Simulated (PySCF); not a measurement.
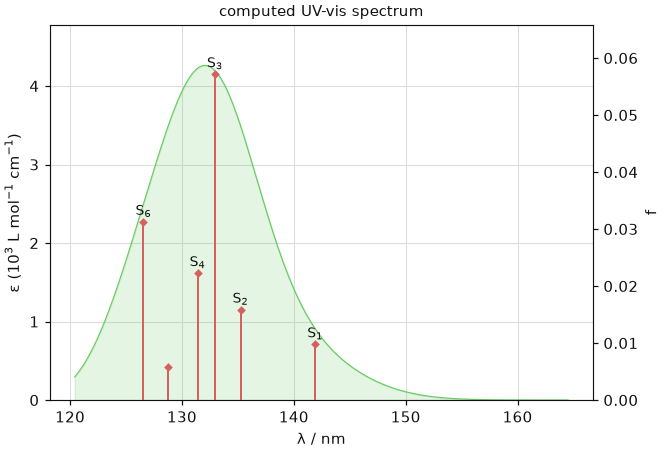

Computed absorption of C₃H₂F₄O, SMILES F[C@@H]1O[C@H]1C(F)(F)F. Vertical TDDFT excitations, PBE0/def2-SVPD, PySCF 2.14.0, at a GFN2-xTB geometry (no frequency check), gas phase. Only the first 6 singlet excitations are included; each is broadened by a Gaussian of 1/e half-width 0.40 eV. Sticks give oscillator strengths (right axis).

**Which of the computed transitions is the brightest, and what character does the calculation give it?**

S3 at 9.33 eV (133 nm), f = 0.057, mixed, the largest part being HOMO−1 → LUMO+1 (50 %).

**List the transitions behind the spectrum.**

```csv
state,E (eV),λ (nm),f,main character
S1,8.74,142,0.010,HOMO → LUMO+1 (60 %)
S2,9.17,135,0.016,HOMO → LUMO (73 %)
S3,9.33,133,0.057,HOMO−1 → LUMO+1 (50 %)
S4,9.44,131,0.022,HOMO → LUMO+2 (74 %)
S5,9.63,129,0.006,HOMO−1 → LUMO (66 %)
S6,9.80,127,0.031,HOMO−1 → LUMO+2 (79 %)
```

Known limits of this run: states above the negative HOMO energy depend on the basis; the tight-binding geometry is rougher than a DFT one and adds to the error; core orbitals are frozen in the response.
